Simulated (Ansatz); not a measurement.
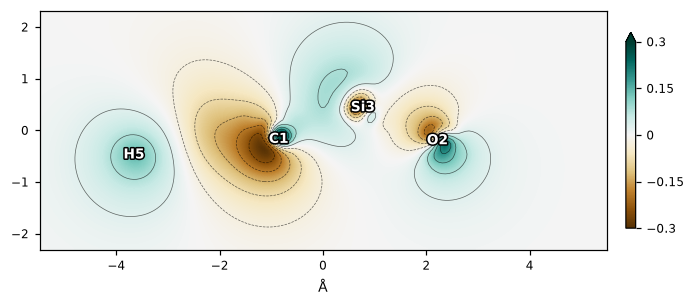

Figure. CH$_{2}$OSi$_{2}$ (SMILES [O-][Si]#C[SiH2]) (charge −1, doublet). The HOMO (β) on the plane of atoms C1, Si3 and O2 (values in Å⁻³ᐟ²; the overall sign is arbitrary).

Geometry: B3LYP-D3(BJ)/def2-SVPD.

Theory: isolated molecule in a Gaussian basis; Kohn-Sham density functional theory, functional PBE0 in Ansatz.

Input

```
crystal:
  periodic: [false, false, false]
  atoms:
    - {symbol: C, position_ang: [-0.846850, -1.821641, -0.514962]}
    - {symbol: O, position_ang: [-3.477987, -0.497468, 0.372418]}
    - {symbol: Si, position_ang: [-1.911164, -0.658198, 0.237351]}
    - {symbol: Si, position_ang: [0.432031, -1.960433, -1.617732]}
    - {symbol: H, position_ang: [1.368428, -3.132507, -1.670927]}
    - {symbol: H, position_ang: [0.836837, -1.030645, -2.730014]}
basis:
  gaussian:
    orbitals: def2-TZVPD
total_charge: -1
magnetization:
  spin_polarized: true
  initial_magnetization: 1
hamiltonian:
  xc: pbe0
output:
  forces: true
  orbitals: {seedname: orbitals}
```

Launched as:

```sh
ansatz run input.yaml --threads 2 --pin off --max-ram 4350MiB --events-out events.jsonl --progress --plain --runs-dir runs
```

### Where does this orbital lie, and at what energy?

It lies mainly on C1 (about 50 %), Si3 (about 20 %), Si4 (about 15 %) and O2 (about 10 %). Its energy is −1.68 eV.
